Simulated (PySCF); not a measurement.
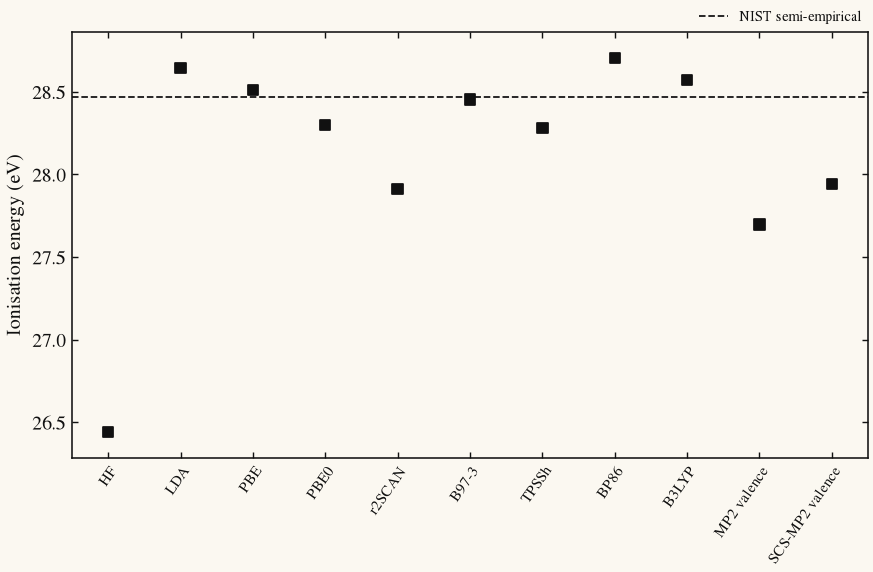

The ionisation energy of an atom or ion with 42 electrons in the configuration [Kr] 4d⁶ by several methods. PySCF, aug-cc-pVTZ-PP with a 28-electron core potential, unrestricted single determinants, no spin-orbit coupling. Methods marked “valence” freeze 8 core electrons.

Name the element and charge.

Answer. Ru III (Ru²⁺). The values run from 26.44 eV (HF) to 28.71 eV (BP86). The NIST semi-empirical value is 28.47 eV; nearest to it come B97-3 (−0.02) and PBE (+0.04), furthest HF (−2.03 eV).

Limits of the model: spin-orbit shift not estimated.
